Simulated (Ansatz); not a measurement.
CH7NOSi···HCl

```xyz
13

Si   -0.5515    0.0590    1.0697
N     0.2345   -0.4963   -0.4386
C     0.0562    0.2264   -1.6926
H    -0.1774    1.4735    1.2548
H    -0.0516   -0.8704    2.1181
O    -2.2205    0.0946    1.0161
H     2.2211   -0.0032    0.6353
Cl    2.8015    0.4408    1.7308
H     0.3150   -1.5032   -0.5564
H     0.1101    1.3090   -1.4903
H    -0.9143    0.0321   -2.1891
H     0.8591   -0.0127   -2.4105
H    -2.6820   -0.7500    0.9527
```

Not at a stationary point (largest force 1.0 eV/Å).

Computed with Ansatz, RKS B3LYP-D4/def2-SVP.

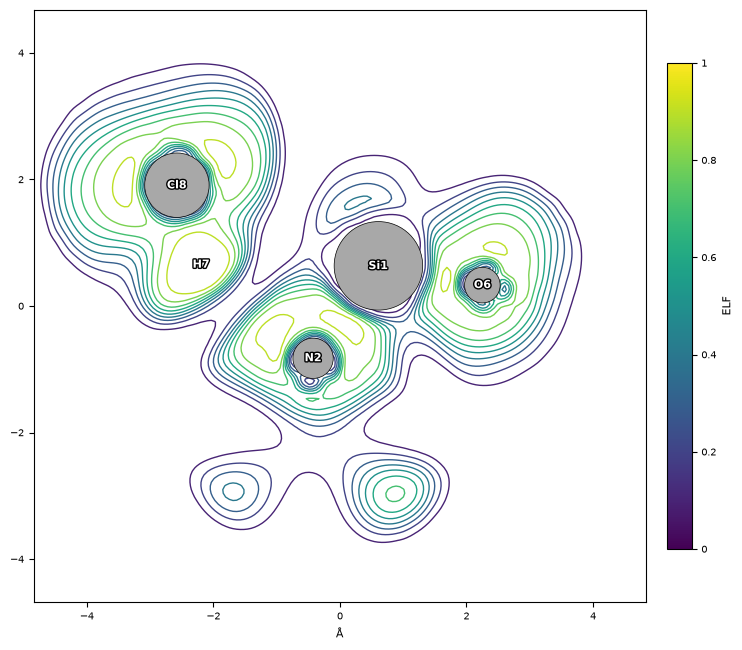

Figure 1. Electron localisation function on the plane of atoms N2, Si1 and O6. Grey discs cover the atomic cores.

Question: Describe what can be read from this map.

Answer:
- The section cuts through Si, N, O, H and Cl sites.
- N2···H7 (2.31 Å): the ELF dips to about 0.15 between them.
- Si–O (1.67 Å): the ELF peaks at about 0.90 between the atoms, as expected for a polar covalent bond.
- Si–N (1.79 Å): the ELF peaks at about 0.95 between the atoms: a polar covalent bond.
- The ELF also peaks beside O6 and Cl8, away from the bonds: lone-pair regions.

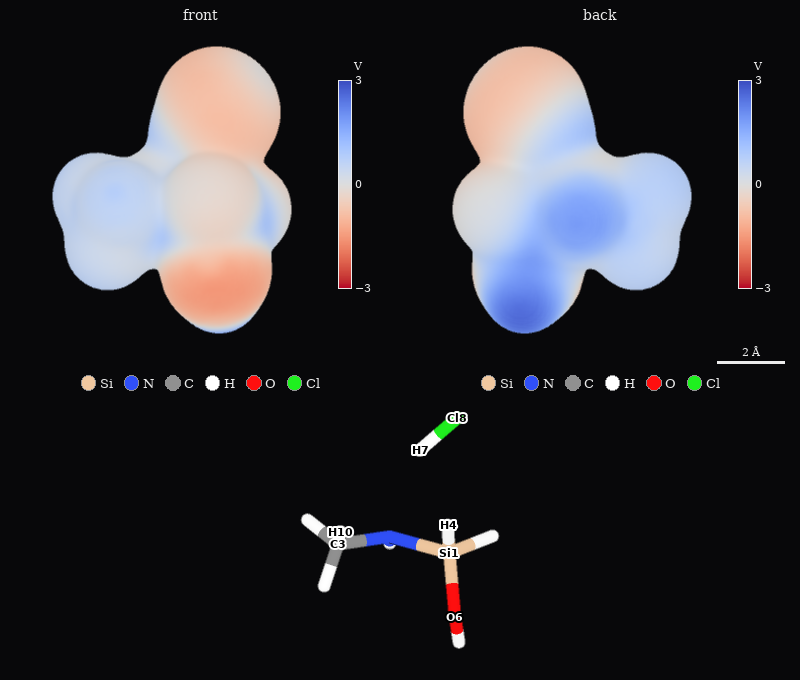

Figure 2. The molecular electrostatic potential painted on the density surface at 0.002 e/bohr³, seen from the front and from behind; the colour scale runs from red (negative) to blue (positive). The bare structure is drawn below in the same view.

Question: Describe the electrostatic potential map.

Answer: The most negative region (about −1.5 V) lies over O6, the most positive (about +2.5 V) over H13. O6 is the likeliest acceptor of a hydrogen bond.

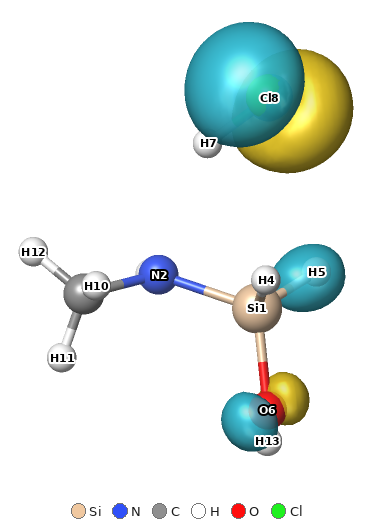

Figure 3. The HOMO−1 at ±0.15 Å⁻³ᐟ² (yellow and cyan are the two phases), seen at a tilt.

Question: What is the character of this orbital?

Answer: Its weight (Hirshfeld) is mainly on Cl8 (about 80 %) and O6 (about 5 %); largely a lone pair of Cl8. Its energy is −8.18 eV.
